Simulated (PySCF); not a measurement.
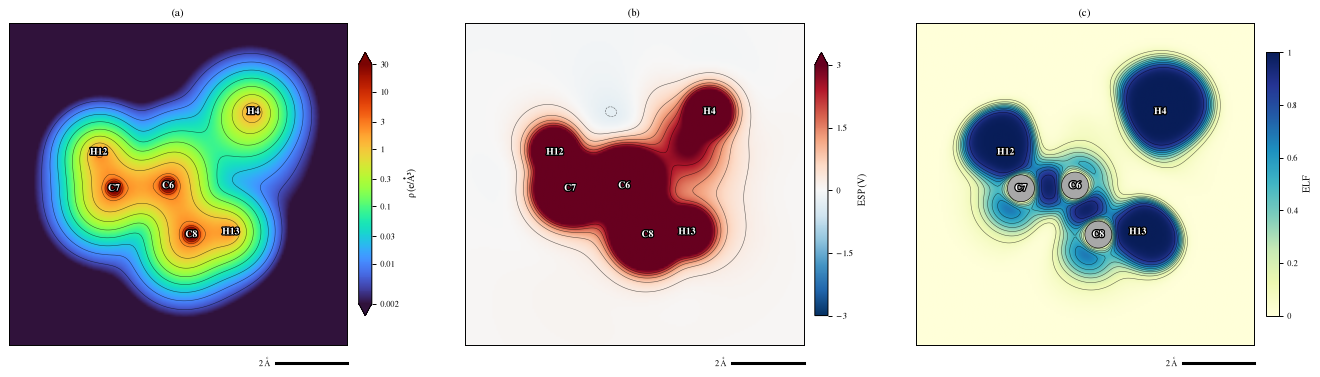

*C$_{3}$H$_{10}$OSi (SiH3(OiPr)). (a) total electron density; (b) electrostatic potential; (c) electron localisation function on the plane of atoms C7, C6 and C8. Grey discs cover the atomic cores in the ELF map.*

Geometry: PBE0-D3(BJ)/def2-SVP.

The calculation used PBE0/pcSseg-1, SCF density, gas phase, non-relativistic in PySCF 2.14.0.

```xyz
15

Si    1.0364    1.1206    1.6815
H     1.1483    0.8157    3.1340
H     2.4102    1.2370    1.0970
H     0.3328    2.4279    1.4761
O     0.1568   -0.1151    1.0004
C    -0.4747   -0.0737   -0.2672
C    -1.4647   -1.2196   -0.3206
C     0.5507   -0.1383   -1.3868
H    -1.0343    0.8803   -0.3579
H    -0.9341   -2.1805   -0.2350
H    -2.0276   -1.2109   -1.2658
H    -2.1767   -1.1472    0.5139
H     1.2496    0.7119   -1.3431
H     1.1364   -1.0680   -1.3117
H     0.0581   -0.1162   -2.3708
```

> What do the fields say about this system?

The section cuts through H and C sites. C–C (1.52 Å): ρ at the midpoint is about 1.7 e/Å³; the ELF peaks at about 0.95 between the atoms: a covalent bond. C–H (1.10 Å): ρ at the midpoint is about 1.9 e/Å³; the ELF climbs to about 1 towards the hydrogen, as it does in any bond to H: a covalent bond by its length. The potential has no marked negative region in this plane.
